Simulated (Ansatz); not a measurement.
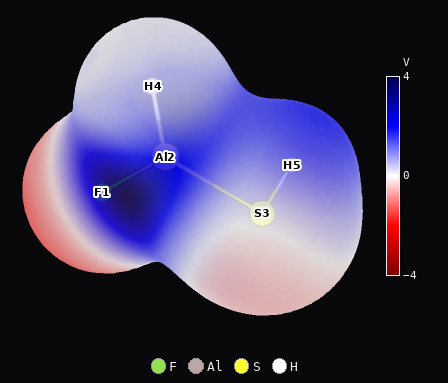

*AlFH2S (SMILES [F][AlH][SH]). The molecular electrostatic potential painted on the density surface at 0.002 e/bohr³, seen at a tilt; red is negative and blue positive.*

Geometry: PBE0-D4/def2-TZVP.

All numbers below come from Ansatz, RKS PBE0-D4/def2-TZVPP.

The calculation's input:

```
crystal:
  periodic: [false, false, false]
  atoms:
    - {symbol: F, position_ang: [-1.203507, -1.535789, 0.877517]}
    - {symbol: Al, position_ang: [-0.513882, -0.309052, 0.024808]}
    - {symbol: S, position_ang: [1.536104, 0.182613, 0.533468]}
    - {symbol: H, position_ang: [-1.341123, 0.430416, -1.085193]}
    - {symbol: H, position_ang: [1.572310, 1.158211, -0.392100]}
basis:
  gaussian: {orbitals: def2-TZVPP}
hamiltonian: {xc: pbe0, dispersion: d4}
output: {orbitals: {seedname: orbitals}}
```

Command:

```sh
ansatz run in.yaml --threads 2 --pin off --events-out ev --progress --plain --max-ram 32768MiB --backend cpu
```

> Describe the electrostatic potential map.

The most negative region (about −1.2 V) lies over F1, the most positive (about +3.8 V) over Al2.
